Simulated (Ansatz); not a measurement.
# GaP (F-43m): lattice thermal conductivity, part 2 of 3

How well does the lattice of GaP conduct heat?

What experiment has found for this phase:
- thermal conductivity 100 W/m/K near room temperature (given in “Combining the AFLOW GIBBS and Elastic Libraries to efficiently and robustly screen thermo-mechanical properties of solids”, 2017, arXiv:1611.05714)

Ansatz 0.2.0; DFT r2SCAN, scalar-relativistic, plane waves, PAW; PAW set soft_1.

So far, gap on the k-mesh (eV): step 2 (a first coarse run) 1.91; step 3 (relaxing cell and atoms, k-mesh 8×8×8, smearing width 0.02 eV) 1.90; step 4 (relaxing cell and atoms, k-mesh 9×9×9, occupations fixed) 1.85. The relaxed cell has a = 5.452 Å (conventional setting).

## (5) Anharmonic force constants and conductivity

Pairs of atoms inside the cutoff are displaced in a supercell, the forces give the cubic constants, and these give the three-phonon rates of the Boltzmann equation.

The input, input.yaml:

```yaml
crystal:
  lattice:
    - [0.0, 2.7258339291, 2.7258339291]
    - [2.7258339291, 0.0, 2.7258339291]
    - [2.7258339291, 2.7258339291, 0.0]
  atoms:
    - { symbol: Ga, position: [0.0, 0.0, 0.0] }
    - { symbol: P, position: [0.25, 0.25, 0.25] }
kpoints:
  mp_grid: { grid: [12, 12, 12] }
hamiltonian:
  xc: r2scan
  pseudopotentials: { kind: paw, azcp: { folder: soft_1 } }
scf:
  occupations: { method: fixed }
  lower_state_search: "off"
output:
  eigenvalues: true
phonons:
  method: fd
  dielectric: true
  qmesh: [6, 6, 6]
  temperatures: { t_max: 1000, t_step: 50 }
  qpath:
    path:
      - [[0.0, 0.0, 0.0], [0.5, 0.0, 0.5], [0.5, 0.25, 0.75], [0.375, 0.375, 0.75], [0.0, 0.0, 0.0], [0.5, 0.5, 0.5], [0.625, 0.25, 0.625], [0.5, 0.25, 0.75], [0.5, 0.5, 0.5], [0.375, 0.375, 0.75]]
      - [[0.625, 0.25, 0.625], [0.5, 0.0, 0.5]]
    npoints: 10
  third_order: { supercell: [3, 3, 3], pair_cutoff: 4.67 }
  lattice_thermal_conductivity:
    qmesh: [19, 19, 19]
    temperatures: [100.0, 150.0, 200.0, 300.0, 400.0, 500.0, 600.0, 800.0]
    isotope_mass_variance: [{ species: Ga, variance: 0.0001971 }, { species: P, variance: 0.0 }]
```

Command:

```console
$ ansatz run input.yaml --threads 18 --pin off --max-ram 92160MiB --backend cuda --events-out ev --progress --plain --runs-dir out --max-vram 78GiB
```

Numbers of over 12 decimals in the logs are rounded to 6 here.

Output:

```text
Warning: phonons: the dynamical matrix that this run interpolates holds no multipole term above the dipole-dipole one, and a site of this crystal is no centre of inversion, so its interpolated transverse optical and acoustic branches and sound speeds can stay off near Gamma, and the density of states and the thermodynamics with them. What a run solves at a wave vector of phonons.qpoints, Gamma apart, where the deck admits one, is free of this, and under fd what a larger phonons.supercell samples
Warning: phonons.dielectric: true without phonons.rigid_motions: the static dielectric tensor ε⁰ will be withheld (ε∞, Z* and the rows of modes are given); for a crystal or a slab, whose only rigid motions are the translations, set phonons.rigid_motions: translations
[...]
Crystal: 12 atoms, lattice volume = 243.041 Å³
Basis set: ecut = 500 eV, 6147 PW (Γ), FFT grids on a1, a1+a2, 2a1+a3, exchange–correlation on 250×250×250 points (125 copies of the dense FFT grid, shifted against one another)
Bands: 66, of which v1, the nominal top of the filled ones, is band 54 counted from 1 (53 counted from 0)
Symmetry: 12 space group operations
k-points: 94 of 288 (time reversal used)
[...]
SCF iter   1: F=-27302.951019 eV  HF=-27302.951019 eV  |F-HF|=3.64e-12  |Δ(HF+E_count)|=         —  Δρ=6.24e-8  dr2=1.10e-11  dr2_τ=2.25e-13  ethr=1.00e-12  ⟨swp⟩=3.0  Hψ=15984  notcnv=0
[...]
SCF iter   2: F=-27302.951019 eV  HF=-27302.951019 eV  |F-HF|=3.64e-12  |Δ(HF+E_count)|=  3.64e-12  Δρ=2.94e-8  dr2=2.11e-12  dr2_τ=3.22e-14  ethr=1.00e-12  ⟨swp⟩=4.0  Hψ=15273  notcnv=0
SCF 1 converged in 2 iterations: F = -27302.951019 eV  dr2 = 2.11e-12
[...]
SCF iter   2: F=-27302.951019 eV  HF=-27302.951019 eV  |F-HF|=0.00e0  |Δ(HF+E_count)|=  3.64e-12  Δρ=1.49e-8  dr2=5.12e-13  dr2_τ=1.48e-14  ethr=1.00e-12  ⟨swp⟩=4.0  Hψ=18127  notcnv=0
SCF 2 converged in 2 iterations: F = -27302.951019 eV  dr2 = 5.12e-13
[...]
Crystal: 2 atoms, lattice volume = 40.507 Å³
Basis set: ecut = 500 eV, 965 PW (Γ), exchange–correlation on 120×120×120 points (64 copies of the dense FFT grid, shifted against one another)
Bands: 13, of which v1, the nominal top of the filled ones, is band 9 counted from 1 (8 counted from 0)
Symmetry: 24 space group operations
k-points: 280 of 1728 (irreducible under 4 space group operations, time reversal used)
[...]
SCF 3 converged in 6 iterations: F = -4550.491836 eV  dr2 = 9.67e-11
[...]
supercell 10 (6 cells, vectors [1, 0, 0], [0, 1, 0], [0, 0, 6] in multiples of the cell's): 4 displaced members by 0.0025 Å; free energy -27302.951019 eV; taken off its force constants: by the sum rule 1.5e-4, by the symmetrisation 2.7e-5 eV/Å²; Γ matrix within 1.7e-6 eV/Å² of supercell 1's
  symmetry images taken by strict's conditions (phonons.symmetry_images: auto; settled by no image being taken that strict refuses)
  q = [0.0000, 0.0000, 0.0000] (star 1, supercell 1; hermiticity 1.39e-16, symmetrization 6.35e-7): -0.00 0.00 0.00 359.75 359.75 359.75
[...]
joined force constants: q→R imaginary residual 5.02e-19
  density of states and harmonic sums: on the 24×24×24 q-mesh, interpolated from the force constants of a 6×6×6 supercell (with the dipole–dipole term)
  largest difference from the sums on the solved wave vectors: F 3.64e-3 eV, S 4.82e-6 and C_V 1.18e-6 eV/K
  zero-point energy: 0.093517 eV/cell   skipped modes (ω ≤ 0): 3   left out of the sums: 3.62e-5 of the cell's modes: C_V's classical limit lies that fraction below 3 k_B per atom; for a crystal, a wire or a layer, F and S can be off by more, and a phonons.interpolated_qmesh denser along its periods is the remedy for the sampling
--- Third-order force constants: 101 member SCFs in a 3×3×3 supercell (pair cutoff 4.670 Å, amplitude 0.03 Å, SCF threshold 1.00e-9 eV, Σ member SCF iterations 796) ---
[...]
sum-rule residual: 5.347e-1 → 1.885e-14 eV/Å³; symmetrization residual: 1.050e-2 eV/Å³; largest sum-rule correction relative to its orbit: 4.168e-1, on the orbit of the block of home site 0 with site 1 of cell (-1, -1, 0) and site 1 of cell (-1, -1, 0), whose norm before the correction was 2.056e-1 eV/Å³
--- Lattice thermal conductivity: 19×19×19 mesh (220 irreducible points), tetrahedron method ---
  three-phonon and isotope scattering only; four-phonon, boundary and, in a metal, phonon-electron scattering are left out
  each conductivity is what the modes' populations carry and what the coherences between them add
  conductivity (a third of the tensor's trace), W/(m K), in the relaxation-time approximation and from the full solution:
       T (K)   relaxation time   full solution  iterations             ending  least Ritz value
      100.00          496.0825        503.4858           7          converged          7.119e-1
      150.00          278.4422        283.8993           7          converged          6.748e-1
      200.00          196.2573        200.6225           7          converged          6.605e-1
      300.00          127.0459        130.2042           7          converged          6.482e-1
      400.00           95.3081         97.8018           7          converged          6.426e-1
      500.00           76.6634         78.7304           7          converged          6.394e-1
      600.00           64.2698         66.0376           7          converged          6.373e-1
      800.00           48.7027         50.0765           7          converged          6.347e-1
```

Elapsed: 15 min, on 1 × NVIDIA GB200 with 18 threads of Arm Neoverse V2, shared host; peak memory 3 GiB; 2.1 h of CPU time.

Numbers from this step:

- Γ frequencies: 0, 0, 0, 359.8, 359.8, 359.8 cm⁻¹ (negative: imaginary)
- lowest frequency on the path: 0 cm⁻¹
- zero-point energy: 0.09352 eV/cell
- point group: -43m
- highest frequency: 396.7 cm⁻¹
- Debye temperature from the second moment: 516 K
- κ at 300 K (relaxation time): 127 W/m/K
- κ at 300 K (full solution): 130.2 W/m/K
- dipole term: run
- mean free path at half of κ: 987 nm
- share of κ above the three lowest branches: 0.006
- third-order blocks: 842
- periodic aliases dropped: 168
- largest relative sum-rule correction: 0.4168
- displaced cells, third order: 101

LO-TO term included. Phonon branches along the path, in cm⁻¹:

| point | branch 1 | branch 2 | branch 3 | branch 4 | branch 5 | branch 6 |
| --- | --- | --- | --- | --- | --- | --- |
| Γ | 0 | 0 | 0 | 360 | 360 | 397 |
| X | 109 | 109 | 252 | 358 | 358 | 369 |
| W | 128 | 148 | 216 | 329 | 361 | 393 |
| K | 108 | 144 | 227 | 338 | 356 | 390 |
| Γ | 0 | 0 | 0 | 360 | 360 | 397 |
| L | 84 | 84 | 234 | 358 | 358 | 372 |
| U | 108 | 144 | 227 | 338 | 356 | 390 |
| W | 128 | 148 | 216 | 329 | 361 | 393 |
| L | 84 | 84 | 234 | 358 | 358 | 372 |
| K | 108 | 144 | 227 | 338 | 356 | 390 |
| jump to U | 108 | 144 | 227 | 338 | 356 | 390 |
| X | 109 | 109 | 252 | 358 | 358 | 369 |

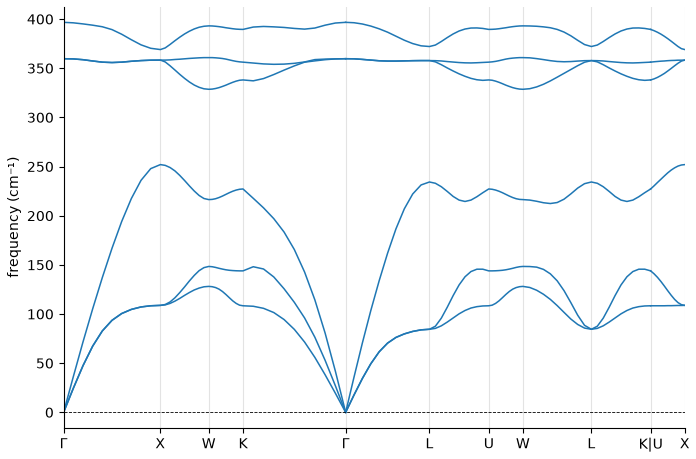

Phonon branches along the path.

W/m/K. Kappa, by row:

| T (K) | RTA xx | RTA yy | RTA zz | full xx | full yy | full zz | coherence part xx | coherence part yy | coherence part zz | ending | iterations | least Ritz value |
| --- | --- | --- | --- | --- | --- | --- | --- | --- | --- | --- | --- | --- |
| 100 | 496.1 | 496.1 | 496.1 | 503.5 | 503.5 | 503.5 | 0.05322 | 0.05322 | 0.05322 | converged | 7 | 0.712 |
| 150 | 278.4 | 278.4 | 278.4 | 283.9 | 283.9 | 283.9 | 0.09843 | 0.09843 | 0.09843 | converged | 7 | 0.675 |
| 200 | 196.3 | 196.3 | 196.3 | 200.6 | 200.6 | 200.6 | 0.135 | 0.135 | 0.135 | converged | 7 | 0.661 |
| 300 | 127 | 127 | 127 | 130.2 | 130.2 | 130.2 | 0.1689 | 0.1689 | 0.1689 | converged | 7 | 0.648 |
| 400 | 95.31 | 95.31 | 95.31 | 97.8 | 97.8 | 97.8 | 0.173 | 0.173 | 0.173 | converged | 7 | 0.643 |
| 500 | 76.66 | 76.66 | 76.66 | 78.73 | 78.73 | 78.73 | 0.1675 | 0.1675 | 0.1675 | converged | 7 | 0.639 |
| 600 | 64.27 | 64.27 | 64.27 | 66.04 | 66.04 | 66.04 | 0.1601 | 0.1601 | 0.1601 | converged | 7 | 0.637 |
| 800 | 48.7 | 48.7 | 48.7 | 50.08 | 50.08 | 50.08 | 0.148 | 0.148 | 0.148 | converged | 7 | 0.635 |

The lattice thermal conductivity by temperature:

| temperature (K) | RTA xx (W/m/K) | full xx (W/m/K) |
| --- | --- | --- |
| 100 | 496 | 504 |
| 150 | 278 | 284 |
| 200 | 196 | 201 |
| 300 | 127 | 130 |
| 400 | 95.3 | 97.8 |
| 500 | 76.7 | 78.7 |
| 600 | 64.3 | 66.0 |
| 800 | 48.7 | 50.1 |

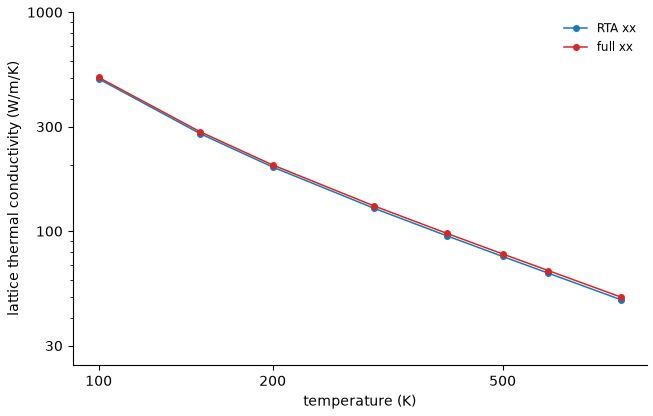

Lattice thermal conductivity against temperature.

The modes has structure finer than the step of the table below, so its rows give means over 20 cm⁻¹, whole bins alone (the curve runs from -10 to 418 cm⁻¹). Peaks (cm⁻¹: height): Ga 108.4: 0.0379, 213.4: 0.0302, 356.1: 0.0344, 388.4: 0.0133; P 356.1: 0.120, 388.4: 0.0713.

Phonopy on the run's constants, 17x17x17 mesh, Gaussian sigma 3.1 cm⁻¹. Modes against wavenumber; means over each step; values in 1/cm⁻¹/cell:

| wavenumber (cm⁻¹) | Ga | P |
| --- | --- | --- |
| 0 | 2.2e-5 | 8.1e-6 |
| 20 | 2.1e-4 | 9.1e-5 |
| 40 | 9.3e-4 | 3.9e-4 |
| 60 | 0.00254 | 9.8e-4 |
| 80 | 0.0102 | 0.00351 |
| 100 | 0.0267 | 0.00758 |
| 120 | 0.0249 | 0.00574 |
| 140 | 0.0164 | 0.00326 |
| 160 | 0.00305 | 7.5e-4 |
| 180 | 0.00435 | 9.0e-4 |
| 200 | 0.0117 | 0.00132 |
| 220 | 0.0195 | 9.4e-4 |
| 240 | 0.00374 | 9.5e-5 |
| 260 | 1.6e-4 | 1.5e-6 |
| 280 | 0 | 0 |
| 300 | 0 | 0 |
| 320 | 2.4e-5 | 0.00105 |
| 340 | 0.00307 | 0.0274 |
| 360 | 0.0149 | 0.0536 |
| 380 | 0.00465 | 0.0275 |
| 400 | 0.00289 | 0.0146 |

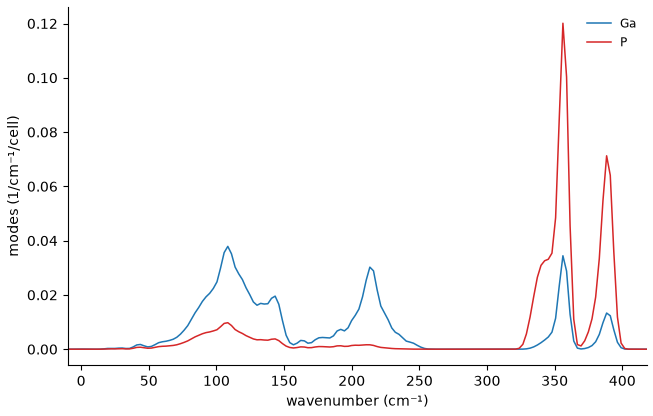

Modes against wavenumber.

Distinct triplets, nearest first. Third order norms, by row:

| sites | side 1 (Å) | side 2 (Å) | side 3 (Å) | norm of the 27 components (eV/Å³) |
| --- | --- | --- | --- | --- |
| Ga-Ga-Ga | 0 | 0 | 0 | 71 |
| P-P-P | 0 | 0 | 0 | 75.14 |
| Ga-P-P | 0 | 2.36 | 2.36 | 30.05 |
| Ga-P-Ga | 0 | 2.36 | 2.36 | 30.4 |
| Ga-Ga-P | 2.36 | 2.36 | 3.85 | 0.834 |
| Ga-P-P | 2.36 | 2.36 | 3.85 | 0.667 |
| Ga-Ga-Ga | 0 | 3.85 | 3.85 | 0.757 |
| Ga-Ga-Ga | 3.85 | 3.85 | 3.85 | 0.172 |
| Ga-Ga-Ga | 3.85 | 3.85 | 3.85 | 0.061 |
| P-P-P | 0 | 3.85 | 3.85 | 1.18 |
| P-P-P | 3.85 | 3.85 | 3.85 | 0.092 |
| P-P-P | 3.85 | 3.85 | 3.85 | 0.222 |
| Ga-P-Ga | 2.36 | 3.85 | 4.52 | 0.131 |
| Ga-P-P | 2.36 | 3.85 | 4.52 | 0.153 |
| Ga-P-P | 0 | 4.52 | 4.52 | 0.146 |
| Ga-P-P | 3.85 | 4.52 | 4.52 | 0.017 |
| Ga-P-P | 3.85 | 4.52 | 4.52 | 0.039 |
| Ga-P-Ga | 3.85 | 4.52 | 4.52 | 0.023 |
| Ga-P-Ga | 3.85 | 4.52 | 4.52 | 0.014 |
| Ga-P-Ga | 0 | 4.52 | 4.52 | 0.197 |

Born charge (rows field, columns displacement) (e), principal values of the symmetric part by kind of site:

| atom | atoms with these values | low | middle | high | mean |
| --- | --- | --- | --- | --- | --- |
| Ga1 | 1 | 2.15 | 2.15 | 2.15 | 2.15 |
| P2 | 1 | -2.15 | -2.15 | -2.15 | -2.15 |

In full for P2:

```
-2.15  0.00  0.00
 0.00 -2.15  0.00
 0.00  0.00 -2.15
```

RTA, 300 K. Kappa by branch, by row:

| branch (by rank) | mean frequency (THz) | mean rms speed (km/s) | median lifetime (ps) | share of kappa |
| --- | --- | --- | --- | --- |
| 1 | 2.98 | 1.38 | 56.6 | 0.331 |
| 2 | 3.54 | 2.01 | 23.2 | 0.323 |
| 3 | 5.98 | 2.34 | 2.69 | 0.34 |
| 4 | 10.4 | 0.7 | 3.05 | 0.001 |
| 5 | 10.7 | 0.18 | 1.91 | 0 |
| 6 | 11.62 | 0.53 | 14.5 | 0.004 |

Table of spectral kappa at 300 K by frequency; read off at these points; values in W/m/K/THz:

| frequency (THz) | relaxation time (W/m/K/THz) | full solution (W/m/K/THz) |
| --- | --- | --- |
| 0.10 | 0 | 0 |
| 0.50 | 19.5 | 19.3 |
| 0.70 | 7.09 | 7.10 |
| 1.10 | 66.6 | 66.7 |
| 1.50 | 26.0 | 26.3 |
| 1.90 | 97.0 | 98.5 |
| 2.10 | 53.2 | 54.3 |
| 2.70 | 55.6 | 56.7 |
| 2.90 | 40.3 | 41.6 |
| 3.50 | 16.7 | 17.7 |
| 4.30 | 2.98 | 3.26 |
| 4.90 | 3.97 | 4.56 |
| 5.70 | 4.02 | 4.18 |
| 6.30 | 0.842 | 0.856 |
| 7.10 | 0.0671 | 0.119 |
| 7.70 | 0 | 0 |
| 8.50 | 0 | 0 |
| 9.10 | 0 | 0 |
| 9.90 | 0.0298 | 0.0481 |
| 10.50 | 0.253 | 0.418 |
| 11.30 | 0.757 | 0.860 |
| 11.90 | 0.00729 | 0.0215 |

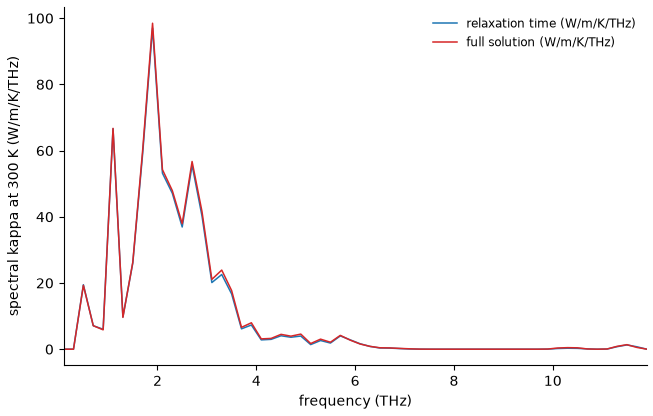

Spectral kappa at 300 K, plotted against frequency.

Relaxation-time solution. Share of κ carried by shorter paths against mean free path:

| mean free path (nm) | 100 K | 300 K | 800 K |
| --- | --- | --- | --- |
| 1 | 0 | 0 | 0.001 |
| 2.15 | 0 | 0.001 | 0.004 |
| 6.81 | 0 | 0.005 | 0.015 |
| 14.7 | 0.001 | 0.01 | 0.043 |
| 31.6 | 0.002 | 0.026 | 0.096 |
| 100 | 0.011 | 0.114 | 0.239 |
| 215 | 0.048 | 0.207 | 0.373 |
| 464 | 0.111 | 0.324 | 0.677 |
| 1000 | 0.19 | 0.503 | 0.819 |
| 3160 | 0.307 | 0.808 | 1 |
| 6810 | 0.5 | 0.955 | 1 |
| 14700 | 0.763 | 1 | 1 |
| 46400 | 0.908 | 1 | 1 |
| 1.0e5 | 1 | 1 | 1 |

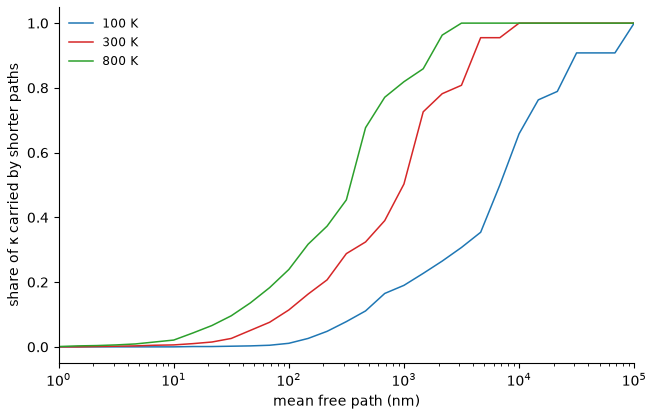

Share of κ carried by shorter paths against mean free path.

(Continued in part 3 of 3.)

[Logs are printed without paths, hosts, clocks, repeated set-up lines and the standing remarks that a program may print on its own settings, such as how far it seeks lower states.]

[Hosts, paths, dates, database ids (printed as entryN), source tags and the programs' standing remarks are cut or masked in the printed files.]

[A step with changed settings may run another functional than the one named; its input shows which.]
